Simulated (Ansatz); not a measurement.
CH$_{7}$F$_{2}$NSi$_{2}$: nudged elastic band (part 2 of 2)

CH$_{7}$F$_{2}$NSi$_{2}$, SMILES C[Si](F)(F)[SiH2]N; RKS B3LYP-D4/def2-SVP (Ansatz 0.2.0). It belongs to a series of runs on one base structure; here: band between the two ends.

Geometry of the input (Å):
```
C  0.3022  -2.3111  0.0506
Si -0.5188  -0.6888  -0.3418
F  -2.1223  -0.8608  -0.1127
F  -0.3362  -0.3829  -1.9386
Si 0.2504  1.2505  0.7353
N  -0.1721  2.5205  -0.3670
H  -0.1294  -3.1218  -0.5590
H  0.1645  -2.5697  1.1131
H  1.3839  -2.2609  -0.1528
H  1.7122  1.0741  1.0439
H  -0.4266  1.4671  2.0476
H  -0.0698  2.3509  -1.3633
H  -0.0176  3.4981  -0.1407
```

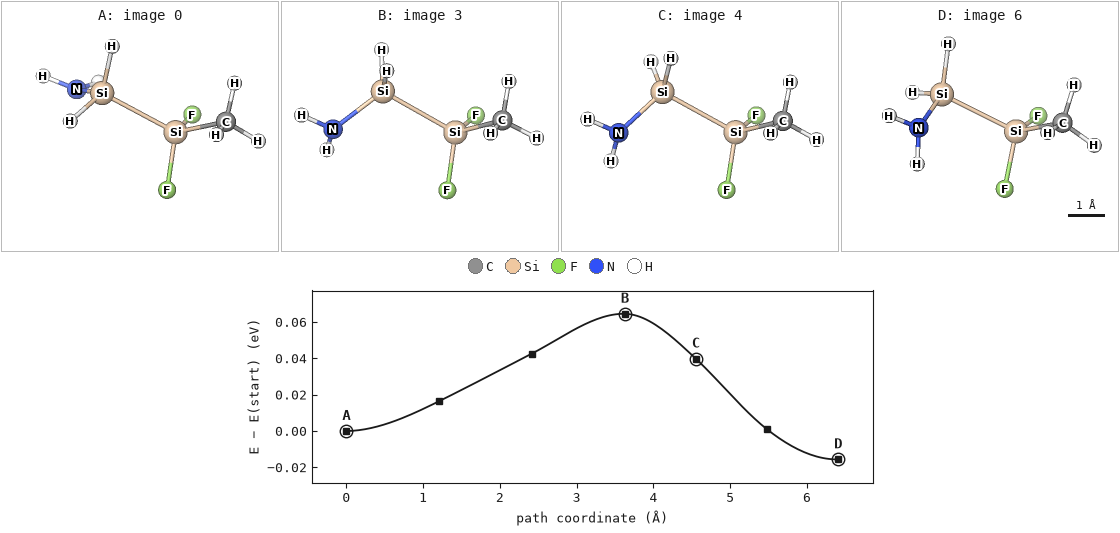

Images of the last band (counted from 0; ball-and-stick, seen at a tilt) above the energy along the path; the line is a cubic interpolation that uses the forces. The highest image is number 3, 0.065 eV above the start and 0.080 eV above the end (the climbing image); the end lies 0.016 eV below the start. The path is 6.40 Å long. The band converged in 33 iterations.

```
Total energy: -23824.66152550 eV, -875.5401621264 hartree
Atom 0 at     0.005957    -2.251074     0.359115 Å, force    -0.001767     0.000018    -0.004073 eV/Å
Atom 1 at    -0.217828    -0.760593    -0.733830 Å, force     0.012714     0.010371     0.006568 eV/Å
Atom 2 at    -1.780718    -0.650213    -1.181844 Å, force     0.010093     0.044099     0.028153 eV/Å
Atom 3 at     0.606079    -1.011992    -2.118335 Å, force    -0.012566    -0.004520    -0.006319 eV/Å
Atom 4 at     0.563400     1.233360     0.255593 Å, force     0.026666     0.004192     0.001485 eV/Å
Atom 5 at    -0.623933     2.504799     0.233312 Å, force     0.017323    -0.009558    -0.024584 eV/Å
Atom 6 at    -0.306787    -3.179274    -0.145728 Å, force    -0.010147     0.011742    -0.016707 eV/Å
Atom 7 at    -0.579873    -2.142066     1.286093 Å, force    -0.007708    -0.006002    -0.002525 eV/Å
Atom 8 at     1.067345    -2.352774     0.640411 Å, force    -0.005181    -0.010607     0.000362 eV/Å
Atom 9 at     1.881763     1.539914    -0.394487 Å, force     0.037140    -0.014351     0.013957 eV/Å
Atom 10 at     0.854201     0.919566     1.687762 Å, force     0.014069     0.027776     0.007482 eV/Å
Atom 11 at    -1.033003     2.779399    -0.655914 Å, force    -0.036809    -0.043942    -0.001302 eV/Å
Atom 12 at    -0.416104     3.336249     0.782551 Å, force    -0.043827    -0.009218    -0.002495 eV/Å
Dipole moment:     0.099965     0.240413     0.321763 e Å
this run last wrote the band of iteration 33 to [file]
```

The last band as extended XYZ (Å, eV, eV/Å):
```
13
Properties=species:S:1:pos:R:3:forces:R:3 image=0 energy=-23824.72581
C     0.3022   -2.3111    0.0506    0.0014  -0.0015  -0.0005
Si   -0.5188   -0.6888   -0.3418    0.0026  -0.0025   0.0002
F    -2.1223   -0.8608   -0.1127   -0.0029   0.0016   0.0009
F    -0.3362   -0.3829   -1.9386    0.0001   0.0019  -0.0008
Si    0.2504    1.2505    0.7353    0.0019   0.0001   0.0025
N    -0.1721    2.5205   -0.3670   -0.0003  -0.0028   0.0054
H    -0.1294   -3.1218   -0.5590    0.0008   0.0009   0.0011
H     0.1645   -2.5697    1.1131   -0.0001  -0.0001   0.0000
H     1.3839   -2.2609   -0.1528   -0.0008  -0.0005   0.0000
H     1.7122    1.0741    1.0439   -0.0011  -0.0018  -0.0008
H    -0.4266    1.4671    2.0476   -0.0012  -0.0012   0.0009
H    -0.0698    2.3509   -1.3633    0.0006   0.0046  -0.0033
H    -0.0176    3.4981   -0.1407   -0.0009   0.0012  -0.0056
13
Properties=species:S:1:pos:R:3:forces:R:3 image=1 energy=-23824.70930
C     0.2179   -2.3253    0.1753    0.0067  -0.0001   0.0027
Si   -0.4215   -0.7088   -0.4866    0.0052  -0.0008   0.0031
F    -2.0497   -0.7579   -0.4869    0.0050   0.0074   0.0152
F     0.0031   -0.5694   -2.0581   -0.0143  -0.0056  -0.0020
Si    0.3537    1.2254    0.5920    0.0069  -0.0017  -0.0018
N    -0.3706    2.5910   -0.1994    0.0172   0.0084  -0.0098
H    -0.1700   -3.1743   -0.4103   -0.0028   0.0021  -0.0099
H    -0.0927   -2.4599    1.2244    0.0018  -0.0063  -0.0046
H     1.3188   -2.3507    0.1374    0.0038  -0.0105  -0.0003
H     1.8560    1.1531    0.5630    0.0040  -0.0130   0.0223
H    -0.0353    1.2212    2.0338   -0.0073   0.0109  -0.0092
H    -0.4080    2.5924   -1.2150   -0.0030   0.0084  -0.0096
H    -0.1813    3.5285    0.1451   -0.0232   0.0009   0.0040
13
Properties=species:S:1:pos:R:3:forces:R:3 image=2 energy=-23824.68311
C     0.1207   -2.3031    0.2752    0.0053  -0.0005   0.0023
Si   -0.3181   -0.7325   -0.6215    0.0106   0.0022   0.0038
F    -1.9319   -0.6809   -0.8386    0.0083   0.0231   0.0210
F     0.3112   -0.7917   -2.1258   -0.0142  -0.0063  -0.0067
Si    0.4656    1.2194    0.4305    0.0146  -0.0019  -0.0015
N    -0.5224    2.5856    0.0104    0.0269   0.0128  -0.0019
H    -0.2267   -3.1923   -0.2751   -0.0064   0.0068  -0.0168
H    -0.3382   -2.3133    1.2772   -0.0018  -0.0075  -0.0041
H     1.2132   -2.3794    0.3999    0.0038  -0.0114   0.0009
H     1.9242    1.3144    0.0806    0.0212  -0.0168   0.0260
H     0.4030    1.0253    1.9109   -0.0066   0.0173  -0.0022
H    -0.7587    2.7362   -0.9660   -0.0286  -0.0088  -0.0194
H    -0.3215    3.4776    0.4568   -0.0331  -0.0090  -0.0012
13
Properties=species:S:1:pos:R:3:forces:R:3 image=3 energy=-23824.66124
C     0.0060   -2.2511    0.3591   -0.0018   0.0000  -0.0041
Si   -0.2178   -0.7606   -0.7338    0.0127   0.0104   0.0066
F    -1.7807   -0.6502   -1.1818    0.0101   0.0441   0.0282
F     0.6061   -1.0120   -2.1183   -0.0126  -0.0045  -0.0063
Si    0.5634    1.2334    0.2556    0.0267   0.0042   0.0015
N    -0.6239    2.5048    0.2333    0.0173  -0.0096  -0.0246
H    -0.3068   -3.1793   -0.1457   -0.0101   0.0117  -0.0167
H    -0.5799   -2.1421    1.2861   -0.0077  -0.0060  -0.0025
H     1.0673   -2.3528    0.6404   -0.0052  -0.0106   0.0004
H     1.8818    1.5399   -0.3945    0.0371  -0.0144   0.0140
H     0.8542    0.9196    1.6878    0.0141   0.0278   0.0075
H    -1.0330    2.7794   -0.6559   -0.0368  -0.0439  -0.0013
H    -0.4161    3.3362    0.7826   -0.0438  -0.0092  -0.0025
13
Properties=species:S:1:pos:R:3:forces:R:3 image=4 energy=-23824.68595
C    -0.0873   -2.2034    0.3768   -0.0044   0.0044   0.0009
Si   -0.0794   -0.7538   -0.7905    0.0110   0.0096   0.0077
F    -1.5646   -0.5749   -1.4405    0.0096   0.0384   0.0194
F     0.8994   -1.1164   -2.0429   -0.0057  -0.0073  -0.0020
Si    0.6441    1.2686    0.1811    0.0252   0.0048  -0.0006
N    -0.7038    2.3500    0.3886    0.0117  -0.0080  -0.0160
H    -0.4040   -3.1313   -0.1263   -0.0114   0.0137  -0.0164
H    -0.7659   -2.0150    1.2243   -0.0103  -0.0063   0.0013
H     0.9259   -2.3596    0.7827   -0.0098  -0.0077   0.0010
H     1.8030    1.7867   -0.6192    0.0293  -0.0101  -0.0015
H     1.1664    0.9412    1.5428    0.0241   0.0288   0.0034
H    -1.2556    2.5982   -0.4285   -0.0363  -0.0498   0.0056
H    -0.5577    3.1750    0.9662   -0.0331  -0.0105  -0.0027
13
Properties=species:S:1:pos:R:3:forces:R:3 image=5 energy=-23824.72479
C    -0.1828   -2.1351    0.3730   -0.0038   0.0040   0.0032
Si    0.0727   -0.7361   -0.8263    0.0050   0.0053   0.0056
F    -1.3135   -0.4881   -1.6537    0.0057   0.0211   0.0095
F     1.1690   -1.2059   -1.9374   -0.0013  -0.0049   0.0019
Si    0.7214    1.3117    0.1276    0.0138   0.0050  -0.0014
N    -0.7510    2.1519    0.5261    0.0011  -0.0088  -0.0153
H    -0.5263   -3.0476   -0.1406   -0.0065   0.0096  -0.0119
H    -0.9318   -1.8572    1.1319   -0.0093  -0.0047   0.0030
H     0.7611   -2.3654    0.8937   -0.0073  -0.0026   0.0003
H     1.6807    2.0178   -0.7847    0.0160  -0.0041  -0.0065
H     1.4494    1.0416    1.4041    0.0173   0.0181  -0.0024
H    -1.4319    2.2990   -0.2149   -0.0147  -0.0380   0.0117
H    -0.6965    2.9785    1.1159   -0.0158  -0.0002   0.0023
13
Properties=species:S:1:pos:R:3:forces:R:3 image=6 energy=-23824.74141
C    -0.2795   -2.0446    0.3530    0.0005   0.0019   0.0008
Si    0.2240   -0.7221   -0.8538   -0.0073  -0.0027  -0.0061
F    -1.0404   -0.4378   -1.8511    0.0042  -0.0004   0.0023
F     1.4200   -1.2944   -1.8011   -0.0029   0.0015   0.0036
Si    0.7747    1.3543    0.0822    0.0009   0.0059   0.0058
N    -0.7640    1.9392    0.6574    0.0003  -0.0038  -0.0094
H    -0.6557   -2.9365   -0.1737    0.0015  -0.0008   0.0000
H    -1.0765   -1.6636    1.0118    0.0010  -0.0001  -0.0001
H     0.5727   -2.3448    0.9836   -0.0008  -0.0020  -0.0005
H     1.5046    2.2065   -0.9142    0.0001   0.0013   0.0000
H     1.6769    1.1915    1.2606   -0.0009   0.0007   0.0002
H    -1.5363    1.9635   -0.0041    0.0003   0.0003   0.0045
H    -0.7999    2.7543    1.2640    0.0032  -0.0018  -0.0010
```

Summary:

| quantity | value |
| --- | --- |
| outcome | converged |
| barrier, forward | 0.065 eV |
| barrier, backward | 0.080 eV |
| hardware | 2 threads of Arm Neoverse V1, 24 GiB of memory available, shared host |
| wall time | 10 min (CPU time 20 min) |
| peak memory | 0.31 GiB |

Remarks:

The order of the saddle point was not checked.
